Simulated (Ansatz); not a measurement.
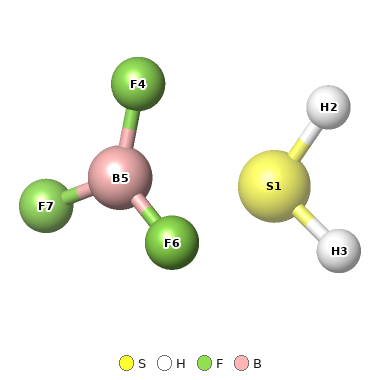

The system is the pair H₂S···BF₃; the picture shows the reference structure. The turn is about an axis along (−0.15, 0.97, 0.17) in the frame of the relaxed pair, normal to the line between the partners. The first coordinate is: distance B5···S1; the second: turn of S1, H2, H3 about B5. Grid: 11 × 11 points. Points are written as (first, second). All energies are given in eV relative to the lowest grid point. The calculation used Ansatz, RHF/def2-SVPD.

Its coordinates:

```csv
atom,x (Å),y (Å),z (Å)
S,-0.4947,0.4204,-1.7412
H,0.7658,0.6752,-2.1018
H,-0.4602,-0.8543,-2.1381
F,1.1430,0.6369,1.4054
B,0.0425,-0.0564,1.4733
F,0.0777,-1.3470,1.3011
F,-1.0739,0.5252,1.8014
```

Range: distance B5···S1 from 2.767 to 4.167 Å; turn of S1, H2, H3 about B5 from −120 to 120°.

### What will the energy surface look like?

The lowest grid point is at (3.297 Å, 0°). The energy also falls towards the edge at (4.167 Å, 120°) (0.14 eV above the lowest) and (4.167 Å, −120°) (0.18 eV above the lowest), where a further well may lie outside the range. The highest grid point, (2.767 Å, −96°), lies 8.23 eV above the lowest.

| turn of S1, H2, H3 about B5 ↓, distance B5···S1 → | 2.767 | 2.823 | 2.914 | 3.026 | 3.155 | 3.297 | 3.452 | 3.617 | 3.791 | 3.975 | 4.167 |
| --- | --- | --- | --- | --- | --- | --- | --- | --- | --- | --- | --- |
| 120 | 2.63 | 2.27 | 1.79 | 1.33 | 0.95 | 0.66 | 0.45 | 0.31 | 0.23 | 0.17 | 0.14 |
| 96 | 4.15 | 3.59 | 2.84 | 2.11 | 1.49 | 1.03 | 0.69 | 0.46 | 0.32 | 0.23 | 0.18 |
| 72 | 3.28 | 2.83 | 2.22 | 1.65 | 1.17 | 0.81 | 0.55 | 0.38 | 0.27 | 0.20 | 0.16 |
| 48 | 1.39 | 1.20 | 0.94 | 0.70 | 0.50 | 0.35 | 0.25 | 0.19 | 0.15 | 0.12 | 0.11 |
| 24 | 0.39 | 0.32 | 0.24 | 0.17 | 0.12 | 0.08 | 0.07 | 0.06 | 0.06 | 0.06 | 0.07 |
| 0 | 0.11 | 0.08 | 0.05 | 0.02 | 0.00 | 0.00 | 0.00 | 0.01 | 0.03 | 0.04 | 0.05 |
| −24 | 0.49 | 0.41 | 0.31 | 0.22 | 0.15 | 0.10 | 0.08 | 0.06 | 0.06 | 0.06 | 0.07 |
| −48 | 2.23 | 1.92 | 1.51 | 1.11 | 0.79 | 0.55 | 0.37 | 0.26 | 0.19 | 0.15 | 0.12 |
| −72 | 6.18 | 5.39 | 4.28 | 3.19 | 2.25 | 1.53 | 1.00 | 0.65 | 0.43 | 0.29 | 0.21 |
| −96 | 8.23 | 7.18 | 5.69 | 4.22 | 2.96 | 1.99 | 1.29 | 0.83 | 0.53 | 0.35 | 0.25 |
| −120 | 4.39 | 3.79 | 2.98 | 2.21 | 1.56 | 1.06 | 0.71 | 0.47 | 0.33 | 0.23 | 0.18 |

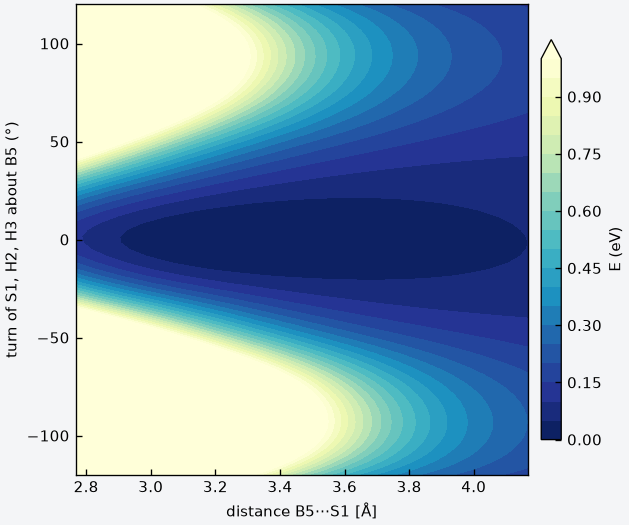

Drawn: filled contours, one colour for all values above the top of the scale. Between grid points the surface is interpolated.

Each point was launched as `ansatz run input.yaml --threads 1 --pin off --max-ram 2560MiB --backend cpu --events-out ev --progress --plain --runs-dir out`. The whole map (121 points run) took 6.8 min on 1 thread of Arm Neoverse V2, on a shared host.
